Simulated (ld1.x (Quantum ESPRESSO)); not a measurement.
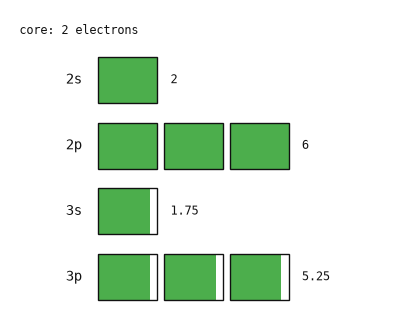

The valence shells of the reference configuration: a box for each of the 2l + 1 orbitals, shaded by the share of the shell that is filled, with the electron count at the right.

Pseudopotential generation: Cl (part 1 of 2)

- system: chlorine (Cl, Z = 17), core [He], reference valence 2s2 2p6 3s1.75 3p5.25, valence charge 15.
- method: TM potential, Wu–Cohen, scalar-relativistic, made with ld1.x (Quantum ESPRESSO) 7.5

### Results in brief

- outcome: generated; the pseudo-atom misses its reference levels by up to 0.42 eV (3p, which has no pseudo-wave of its own)
- reference test: the pseudo-atom misses its own reference levels by up to 0.42 eV
- cutoffs needed: over 300 Ry and over 300 Ry (the cutoffs, on a coarse ladder, from which the occupation-weighted sum of valence levels, in a spherical-Bessel basis at the reference potential, stays within 10 and 1 mRy of its value at 400 Ry); ghost states and empty shells don't enter this sum
- ghost test: no ghost state below the valence levels in the s, p, d, f channels (spherical-Bessel basis up to 400 Ry, 20 bohr box)
- largest excitation error: +3783 meV (all-electron minus pseudo) for 2s2 2p6 3s2 3p1, out of 7 test configurations
- range over which the phases arctan(r u′/u) at the test radius agree within 0.05 rad (a looser test near the poles than one of phase shifts): s: over the whole range computed; p: up to about 3.7 Ry; d: over the whole range computed
- hardware: 1 CPU thread, shared host
- wall time: 1 s

### Remarks

An excitation error of 3783 meV in its own tests makes this a poorly transferable potential.

### The input
```
 &input
   title='Cl', zed=17., rel=1, dft='WC', iswitch=3,
   config='[Ne] 3s1.75 3p5.25 3d-2',
   nld=3, rlderiv=0.80, eminld=-21.0, emaxld=5.0, deld=0.1
 /
 &inputp
   pseudotype=2, tm=.true., lloc=-1, rcloc=0.65,
   nlcc=.false.,
   file_pseudopw='Cl.UPF', file_wfcaegen='ae.wfc', file_wfcncgen='nc.wfc', file_beta='beta', file_chi='chi'
 /
3
2S  1  0   2.00   0.00  0.65  0.65  0.0
2P  2  1   6.00   0.00  0.70  0.70  0.0
3D  3  2  -2.00   0.10  0.65  0.65  0.0
 &test
   configts(1)='2s2 2p6 3s1.75 3p5.25'
 /
```

### Input of the test run
```
 &input
   title='Cl', zed=17., rel=1, dft='WC', iswitch=2,
   config='[Ne] 3s1.75 3p5.25 3d-2'
 /
 &test
   file_pseudo='Cl.UPF', nconf=8,
   configts(1)='2s2 2p6 3s1.75 3p5.25',
   configts(2)='2s2 2p6 3s2 3p5',
   configts(3)='2s2 2p6 3s2 3p4',
   configts(4)='2s2 2p6 3s2 3p3',
   configts(5)='2s1 2p6 3s2 3p5',
   configts(6)='2s2 2p6 3s2 3p4.5',
   configts(7)='2s2 2p6 3s2 3p1',
   configts(8)='2s2 2p6 3s2 3p5.3'
 /
```

Command:
```bash
ld1.x < Cl.in > Cl.out
```

### Output
```
     Program LD1 v.7.5
     --------------------------- All-electron run ----------------------------

     Cl
     scalar relativistic calculation

     atomic number is 17.00
     dft =WC   lsd =0 sic =0 latt =0  beta=0.20 tr2=1.0E-14
     Exchange-correlation= WC
                           (   1   4  11   4   0   0   0)
     mesh =1157 r(mesh) = 101.16842 a.u. xmin = -7.00 dx = 0.01250
     1 Ry =  13.60569312 eV, c = 137.03599908

     n l     nl                  e(Ry)          e(Ha)          e(eV)
     1 0     1S 1( 2.00)      -202.1325      -101.0662     -2750.1521
     2 0     2S 1( 2.00)       -18.5736        -9.2868      -252.7068
     2 1     2P 1( 6.00)       -14.1090        -7.0545      -191.9624
     3 0     3S 1( 1.75)        -1.5289        -0.7644       -20.8012
     3 1     3P 1( 5.25)        -0.6400        -0.3200        -8.7083

     final scf error:  8.0E-15 reached in  29 iterations

     Etot =    -922.088837 Ry,    -461.044418 Ha,  -12545.657748 eV

     Ekin =     926.225415 Ry,     463.112707 Ha,   12601.938758 eV
     Encl =   -2199.496198 Ry,   -1099.748099 Ha,  -29925.670300 eV
     Eh   =     406.733541 Ry,     203.366770 Ha,    5533.891739 eV
     Exc  =     -55.551594 Ry,     -27.775797 Ha,    -755.817946 eV

     normalization and overlap integrals

     s(1S/1S) =  1.000000  <r> =   0.0910  <r2> =    0.0111  r(max) =   0.0596
     s(2S/2S) =  1.000000  <r> =   0.4447  <r2> =    0.2350  r(max) =   0.3603
     s(2P/2P) =  1.000000  <r> =   0.4071  <r2> =    0.2066  r(max) =   0.3025
     s(3S/3S) =  1.000000  <r> =   1.5332  <r2> =    2.7373  r(max) =   1.2735
     s(3P/3P) =  1.000000  <r> =   1.8337  <r2> =    4.0534  r(max) =   1.4252

     ------------------------ End of All-electron run ------------------------

     --------------------- Generating NC pseudopotential ---------------------

      Generating local potential from pseudized AE potential:
      Matching radius rcloc =   0.6500

      Local pseudo, rcloc= 0.648 Estimated cut-off energy=    56.78 Ry

      Wfc   2S  rcut= 0.648  Using Troullier-Martins method

      Wfc   2P  rcut= 0.699  Using Troullier-Martins method

      Wfc   3D  rcut= 0.648  Using Troullier-Martins method

     ------------------- End of pseudopotential generation -------------------

     --------------------------- All-electron run ----------------------------

     Cl
     scalar relativistic calculation

     atomic number is 17.00
     dft =WC   lsd =0 sic =0 latt =0  beta=0.20 tr2=1.0E-14
     Exchange-correlation= WC
                           (   1   4  11   4   0   0   0)
     mesh =1157 r(mesh) = 101.16842 a.u. xmin = -7.00 dx = 0.01250
     1 Ry =  13.60569312 eV, c = 137.03599908

     n l     nl                  e(Ry)          e(Ha)          e(eV)
     1 0     1S 1( 2.00)      -202.1325      -101.0662     -2750.1521
     2 0     2S 1( 2.00)       -18.5736        -9.2868      -252.7068
     2 1     2P 1( 6.00)       -14.1090        -7.0545      -191.9624
     3 0     3S 1( 1.75)        -1.5289        -0.7644       -20.8012
     3 1     3P 1( 5.25)        -0.6400        -0.3200        -8.7083

     final scf error:  8.0E-15 reached in  29 iterations

     Etot =    -922.088837 Ry,    -461.044418 Ha,  -12545.657748 eV

     Ekin =     926.225415 Ry,     463.112707 Ha,   12601.938758 eV
     Encl =   -2199.496198 Ry,   -1099.748099 Ha,  -29925.670300 eV
     Eh   =     406.733541 Ry,     203.366770 Ha,    5533.891739 eV
     Exc  =     -55.551594 Ry,     -27.775797 Ha,    -755.817946 eV

     normalization and overlap integrals

     s(1S/1S) =  1.000000  <r> =   0.0910  <r2> =    0.0111  r(max) =   0.0596
     s(2S/2S) =  1.000000  <r> =   0.4447  <r2> =    0.2350  r(max) =   0.3603
     s(2P/2P) =  1.000000  <r> =   0.4071  <r2> =    0.2066  r(max) =   0.3025
     s(3S/3S) =  1.000000  <r> =   1.5332  <r2> =    2.7373  r(max) =   1.2735
     s(3P/3P) =  1.000000  <r> =   1.8337  <r2> =    4.0534  r(max) =   1.4252

     ------------------------ End of All-electron run ------------------------

     Computing logarithmic derivative in   0.79697
     Computing logarithmic derivative in   0.79697
     Computing the partial wave expansion
     R is outside the sphere for l=    0 j= 0.00
     R is outside the sphere for l=    1 j= 0.00
     R is outside the sphere for l=    2 j= 0.00

     ---------------------- Testing the pseudopotential ----------------------

     Cl
     scalar relativistic calculation

     atomic number is 17.00   valence charge is 15.00
     dft =WC   lsd =0 sic =0 latt =0  beta=0.20 tr2=1.0E-14
     mesh =1157 r(mesh) = 101.16842 xmin = -7.00 dx = 0.01250

     n l     nl             e AE (Ry)        e PS (Ry)    De AE-PS (Ry)
     1 0     2S   1( 2.00)      -18.57361      -18.57371        0.00010
     2 1     2P   1( 6.00)      -14.10898      -14.10906        0.00008
     2 0     3S   1( 1.75)       -1.52886       -1.50668       -0.02218  !
     3 1     3P   1( 5.25)       -0.64005       -0.60910       -0.03095  !

     eps = 4.1E-15  iter = 22

     Etot =    -922.088837 Ry,    -461.044418 Ha,  -12545.657748 eV
     Etotps =  -356.971141 Ry,    -178.485570 Ha,   -4856.839795 eV

     Ekin =     252.407021 Ry,     126.203511 Ha,    3434.172470 eV
     Encl =    -715.023598 Ry,    -357.511799 Ha,   -9728.391645 eV
     Ehrt =     239.162676 Ry,     119.581338 Ha,    3253.973978 eV
     Ecxc =     -32.131594 Ry,     -16.065797 Ha,    -437.172609 eV
     Epseu=    -101.385646 Ry,     -50.692823 Ha,   -1379.421990 eV

     ---------------------- End of pseudopotential test ----------------------
```

### Output of the test run (extracts)
```
     ---------------------- Testing the pseudopotential ----------------------

     Cl
     scalar relativistic calculation

     atomic number is 17.00   valence charge is 15.00
     dft =WC   lsd =0 sic =0 latt =0  beta=0.20 tr2=1.0E-14
     mesh =1157 r(mesh) = 101.16842 xmin = -7.00 dx = 0.01250

     n l     nl             e AE (Ry)        e PS (Ry)    De AE-PS (Ry)
     1 0     2S   1( 2.00)      -18.57361      -18.57371        0.00010
     2 1     2P   1( 6.00)      -14.10898      -14.10906        0.00008
     2 0     3S   1( 1.75)       -1.52886       -1.50668       -0.02218  !
     3 1     3P   1( 5.25)       -0.64005       -0.60910       -0.03095  !

     eps = 4.9E-15  iter = 22

     Etot =    -922.088837 Ry,    -461.044418 Ha,  -12545.657748 eV
     Etotps =  -356.971141 Ry,    -178.485570 Ha,   -4856.839797 eV

     Ekin =     252.407021 Ry,     126.203510 Ha,    3434.172469 eV
     Encl =    -715.023598 Ry,    -357.511799 Ha,   -9728.391646 eV
     Ehrt =     239.162676 Ry,     119.581338 Ha,    3253.973979 eV
     Ecxc =     -32.131594 Ry,     -16.065797 Ha,    -437.172609 eV
     Epseu=    -101.385646 Ry,     -50.692823 Ha,   -1379.421990 eV

     ---------------------- End of pseudopotential test ----------------------

     ---------------------- Testing the pseudopotential ----------------------

     Cl
     scalar relativistic calculation

     atomic number is 17.00   valence charge is 15.00
     dft =WC   lsd =0 sic =0 latt =0  beta=0.20 tr2=1.0E-14
     mesh =1157 r(mesh) = 101.16842 xmin = -7.00 dx = 0.01250

     n l     nl             e AE (Ry)        e PS (Ry)    De AE-PS (Ry)
     1 0     2S   1( 2.00)      -18.54833      -18.54461       -0.00372
     2 1     2P   1( 6.00)      -14.08405      -14.07961       -0.00444
     2 0     3S   1( 2.00)       -1.51649       -1.49357       -0.02293  !
     3 1     3P   1( 5.00)       -0.62982       -0.59850       -0.03131  !

     eps = 8.1E-15  iter = 17

     Etot =    -922.310770 Ry,    -461.155385 Ha,  -12548.677304 eV
     Etotps =  -357.195221 Ry,    -178.597611 Ha,   -4859.888564 eV
     dEtot_ae =      -0.221933 Ry
     dEtot_ps =      -0.224080 Ry,   Delta E=       0.002147 Ry

     Ekin =     251.976063 Ry,     125.988032 Ha,    3428.308994 eV
     Encl =    -715.487597 Ry,    -357.743798 Ha,   -9734.704677 eV
     Ehrt =     239.484165 Ry,     119.742082 Ha,    3258.348052 eV
     Ecxc =     -32.155182 Ry,     -16.077591 Ha,    -437.493544 eV
     Epseu=    -101.012670 Ry,     -50.506335 Ha,   -1374.347390 eV

     ---------------------- End of pseudopotential test ----------------------

     ---------------------- Testing the pseudopotential ----------------------

     Cl
     scalar relativistic calculation

     atomic number is 17.00   valence charge is 15.00
     dft =WC   lsd =0 sic =0 latt =0  beta=0.20 tr2=1.0E-14
     mesh =1157 r(mesh) = 101.16842 xmin = -7.00 dx = 0.01250

     n l     nl             e AE (Ry)        e PS (Ry)    De AE-PS (Ry)
     1 0     2S   1( 2.00)      -19.49137      -19.46377       -0.02759  !
     2 1     2P   1( 6.00)      -15.02942      -14.99930       -0.03012  !
     2 0     3S   1( 2.00)       -2.35495       -2.31624       -0.03871  !
     3 1     3P   1( 4.00)       -1.42627       -1.37709       -0.04918  !

     eps = 1.3E-15  iter = 19

     Etot =    -921.292664 Ry,    -460.646332 Ha,  -12534.825258 eV
     Etotps =  -356.217258 Ry,    -178.108629 Ha,   -4846.582693 eV
     dEtot_ae =       0.796173 Ry
     dEtot_ps =       0.753883 Ry,   Delta E=       0.042290 Ry

     Ekin =     250.775357 Ry,     125.387679 Ha,    3411.972557 eV
     Encl =    -701.661770 Ry,    -350.830885 Ha,   -9546.594724 eV
     Ehrt =     226.768884 Ry,     113.384442 Ha,    3085.347847 eV
     Ecxc =     -31.448904 Ry,     -15.724452 Ha,    -427.884136 eV
     Epseu=    -100.650825 Ry,     -50.325412 Ha,   -1369.424236 eV

     ---------------------- End of pseudopotential test ----------------------

     ---------------------- Testing the pseudopotential ----------------------

     Cl
     scalar relativistic calculation

     atomic number is 17.00   valence charge is 15.00
     dft =WC   lsd =0 sic =0 latt =0  beta=0.20 tr2=1.0E-14
     mesh =1157 r(mesh) = 101.16842 xmin = -7.00 dx = 0.01250

     n l     nl             e AE (Ry)        e PS (Ry)    De AE-PS (Ry)
     1 0     2S   1( 2.00)      -20.59851      -20.54501       -0.05350  !
     2 1     2P   1( 6.00)      -16.14094      -16.08168       -0.05925  !
     2 0     3S   1( 2.00)       -3.29806       -3.24381       -0.05425  !
     3 1     3P   1( 3.00)       -2.32800       -2.26010       -0.06790  !

     eps = 1.3E-15  iter = 19

     Etot =    -919.423520 Ry,    -459.711760 Ha,  -12509.394265 eV
     Etotps =  -354.406395 Ry,    -177.203197 Ha,   -4821.944647 eV
     dEtot_ae =       2.665317 Ry
     dEtot_ps =       2.564746 Ry,   Delta E=       0.100571 Ry

     Ekin =     248.703652 Ry,     124.351826 Ha,    3383.785565 eV
     Encl =    -685.336455 Ry,    -342.668228 Ha,   -9324.477494 eV
     Ehrt =     212.917640 Ry,     106.458820 Ha,    2896.892068 eV
     Ecxc =     -30.621774 Ry,     -15.310887 Ha,    -416.630453 eV
     Epseu=    -100.069458 Ry,     -50.034729 Ha,   -1361.514333 eV

     ---------------------- End of pseudopotential test ----------------------

     ---------------------- Testing the pseudopotential ----------------------

     Cl
     scalar relativistic calculation

     atomic number is 17.00   valence charge is 15.00
     dft =WC   lsd =0 sic =0 latt =0  beta=0.20 tr2=1.0E-14
     mesh =1157 r(mesh) = 101.16842 xmin = -7.00 dx = 0.01250

     n l     nl             e AE (Ry)        e PS (Ry)    De AE-PS (Ry)
     1 0     2S   1( 1.00)      -21.04533      -21.13371        0.08838  !
     2 1     2P   1( 6.00)      -16.69346      -16.74887        0.05541  !
     2 0     3S   1( 2.00)       -2.57916       -2.55083       -0.02833  !
     3 1     3P   1( 5.00)       -1.60162       -1.54583       -0.05579  !

     eps = 8.2E-15  iter = 24

     Etot =    -902.536587 Ry,    -451.268294 Ha,  -12279.635839 eV
     Etotps =  -337.378404 Ry,    -168.689202 Ha,   -4590.267034 eV
     dEtot_ae =      19.552250 Ry
     dEtot_ps =      19.592737 Ry,   Delta E=      -0.040487 Ry

     Ekin =     258.014487 Ry,     129.007243 Ha,    3510.465926 eV
     Encl =    -669.702696 Ry,    -334.851348 Ha,   -9111.769360 eV
     Ehrt =     211.950804 Ry,     105.975402 Ha,    2883.737600 eV
     Ecxc =     -29.620464 Ry,     -14.810232 Ha,    -403.006939 eV
     Epseu=    -108.020536 Ry,     -54.010268 Ha,   -1469.694261 eV

     ---------------------- End of pseudopotential test ----------------------
```

(Continued in part 2.)
